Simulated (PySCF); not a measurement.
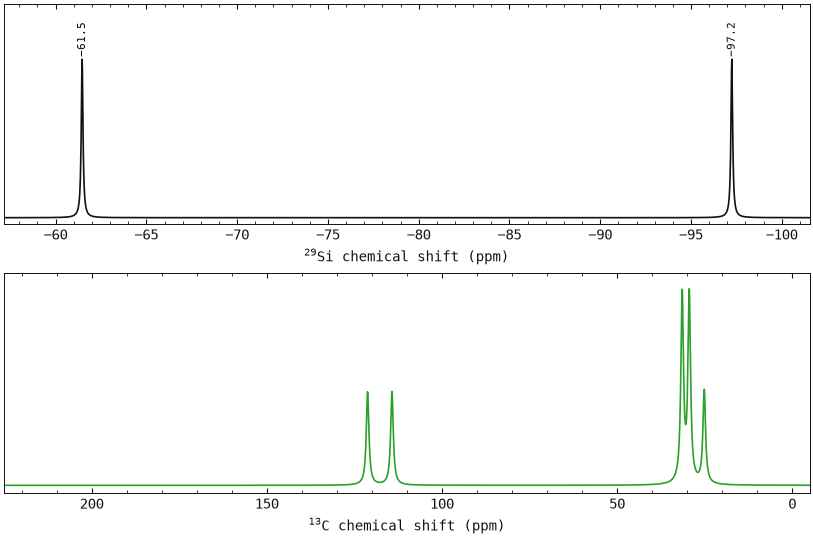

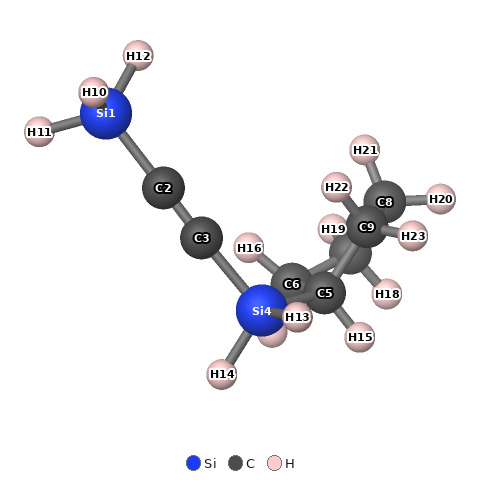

Spectrum and numbered structure of C₇H₁₄Si₂, SMILES [SiH3]C#C[SiH2]C1CCCC1. GIAO shifts, PBE0/pcSseg-1 (IEF-PCM acetone) in PySCF 2.14.0, at a PBE0-D3(BJ)/def2-SVP geometry (no frequency check), against TMS for ²⁹Si and TMS for ¹³C computed at the same level. fully decoupled, line heights follow the number of nuclei, widths are arbitrary (no quadrupolar broadening); values of one conformer, averaged over nuclei that symmetry, rotation about single bonds or ring flips exchange, these motions taken as fast; other conformers aren't averaged in.

Q: Assign the ²⁹Si signals to the numbered atoms.

A:
```csv
δ (ppm),nuclei,atoms
−61.5,1,Si4
−97.2,1,Si1
```

Q: Which atoms give which ¹³C line?

A:
| δ (ppm) | nuclei | atoms |
| --- | --- | --- |
| 121.2 | 1 | C3 |
| 114.3 | 1 | C2 |
| 31.4 | 2 | C6, C9 |
| 29.4 | 2 | C7, C8 |
| 25.1 | 1 | C5 |
